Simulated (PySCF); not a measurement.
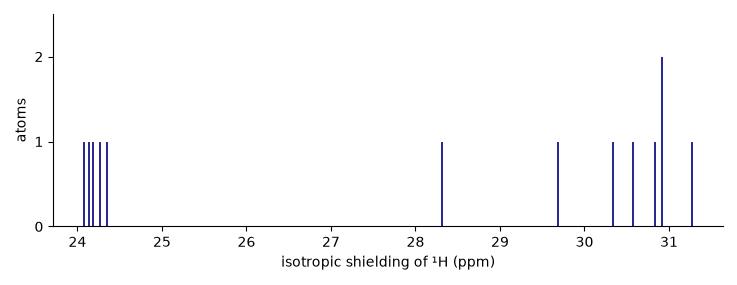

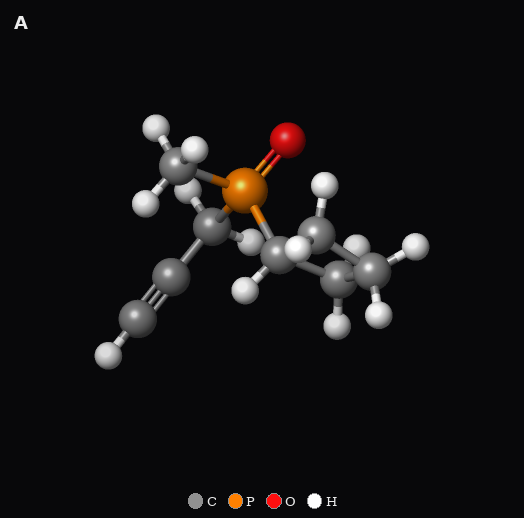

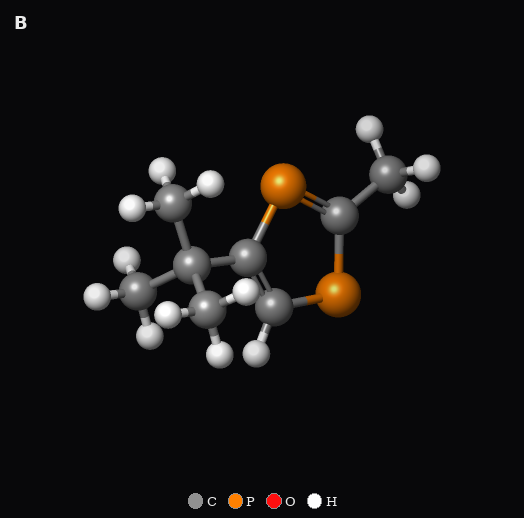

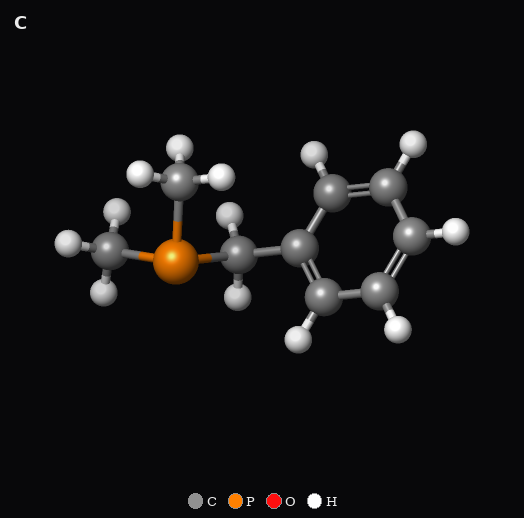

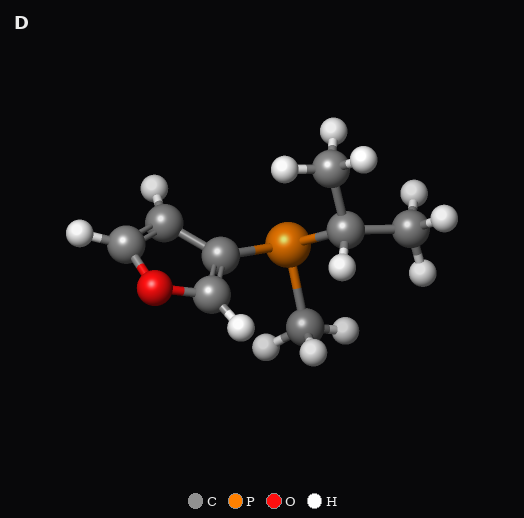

The sticks are computed shieldings of one of the molecules, for one fixed geometry (GFN2-xTB) without averaging over rotations. Low shielding means a high chemical shift. Method: GIAO PBE0/pcSseg-1 NMR shielding, non-relativistic, gas phase (PySCF 2.14.0).

Question: Match the spectrum to a structure.

Answer: C, `CP(C)Cc1ccccc1`. Its 13 H atoms give lines at 24.07, 24.13, 24.18, 24.27, 24.35, 28.32, 29.68, 30.33, 30.57, 30.84, 30.92 (2 atoms), 31.28 ppm.

The geometry is semi-empirical. Around P such bond lengths and angles can be off by a tenth of an ångström or more and by several degrees, and values that hang on the shape move with them.
